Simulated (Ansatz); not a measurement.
# CH5NOSi: how energies converge with the basis set

Aim: see how fast density functionals converge with the basis set for CH5NOSi.

The runs use Ansatz 0.2.0, Gaussian basis; one geometry, several basis sets.

Plan: PBE0-D4/def2-SVP; ωB97M-V/def2-SVP; PBE0-D4/def2-QZVPP; ωB97M-V/def2-QZVPP; the functionals' def2-TZVPP values are taken from earlier runs.

**1. The geometry**

The geometry comes from an earlier relaxation with PBE0-D4 in a triple-zeta def2 set; it is a stationary point, not always the lowest conformer.

SMILES `NC1O[SiH2]1`, 9 atoms, charge 0, spin multiplicity 1.

Atoms are counted from 1 here; the program's logs count them from 0.

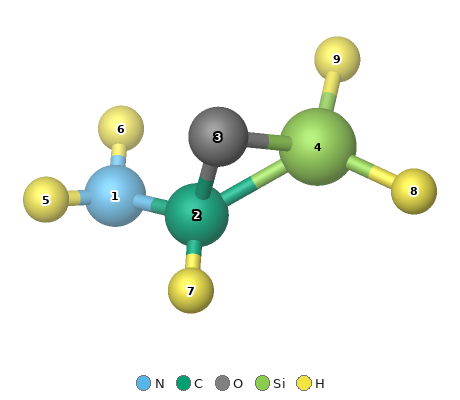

The structure; nitrogen blue, carbon teal, oxygen grey, silicon green, hydrogen yellow; atoms are numbered from 1 in the order of the file.

**2. PBE0-D4 in def2-SVP**

File in.yaml:

```yaml
crystal:
  periodic: [false, false, false]
  atoms:
    - {symbol: N, position_ang: [-0.536908, 1.438465, -0.082015]}
    - {symbol: C, position_ang: [-0.462540, 0.077432, -0.396534]}
    - {symbol: O, position_ang: [-0.591105, -0.916826, 0.740615]}
    - {symbol: Si, position_ang: [0.892783, -1.049993, 0.021626]}
    - {symbol: H, position_ang: [-1.460120, 1.717426, 0.226513]}
    - {symbol: H, position_ang: [0.148947, 1.740362, 0.594661]}
    - {symbol: H, position_ang: [-1.165128, -0.198955, -1.180153]}
    - {symbol: H, position_ang: [1.199181, -2.285739, -0.735471]}
    - {symbol: H, position_ang: [2.063391, -0.568572, 0.793660]}
basis:
  gaussian: {orbitals: def2-SVP}
hamiltonian: {xc: pbe0, dispersion: d4}
output: {orbitals: {seedname: orbitals}}
```

On the command line:

```console
ansatz run in.yaml --threads 2 --pin off --events-out ev --progress --plain --max-ram 4352MiB
```

Further steps of the session: ωB97M-V in def2-SVP; PBE0-D4 in def2-QZVPP; ωB97M-V in def2-QZVPP.

Q: Predict the results of all the runs planned. Wanted: PBE0-D4: double and triple zeta above quadruple; ωB97M-V: double and triple zeta above quadruple.

The runs gave:

| quantity | value |
| --- | --- |
| PBE0-D4: double and triple zeta above quadruple | 9.01, 0.55 eV |
| ωB97M-V: double and triple zeta above quadruple | 9.17, 0.52 eV |

In words: For PBE0-D4 the step from double to triple zeta gains 8.46 eV and the next only 0.55 eV. These are total energies; as a rule much of such shifts cancels in differences, which this series doesn't test. The LUMO of ωB97M-V is positive and keeps falling with the basis (1.92 to 0.97 eV): an unbound level that the basis holds in place.
